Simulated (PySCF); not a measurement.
Sn(H)2(Cl)(Et), SMILES C[CH2][SnH2][Cl], PBE0/def2-SVP optimised geometry. Atoms within 1.6 Å of the plane z = 0.0 Å (x, y, z in Å): Sn1 (-1.57, 0.27, 0.00), C3 (0.58, 0.27, 0.00), C4 (1.18, -1.11, 0.27), H5 (-2.26, -0.74, -1.21), H6 (-2.28, 1.83, 0.00), H7 (0.90, 0.67, -0.97), H8 (0.89, 1.00, 0.76), H9 (0.91, -1.83, -0.52), H10 (2.28, -1.06, 0.31), H11 (0.83, -1.52, 1.22).

Level of theory: PBE0/def2-TZVP, def2 effective core potentials past Kr (PySCF). The core electrons that the potentials of Sn replace are not part of the density. Cells within 0.4 Å of a nucleus heavier than hydrogen are left out (blank, or x).

Map of the log10 of the electron density (e/bohr³), floored at −4 on the plane z = 0.0 Å:

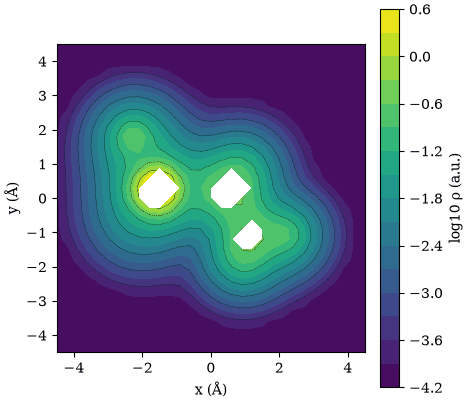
Log10 of the electron density (e/bohr³), floored at −4 on the plane z = 0.0 Å.
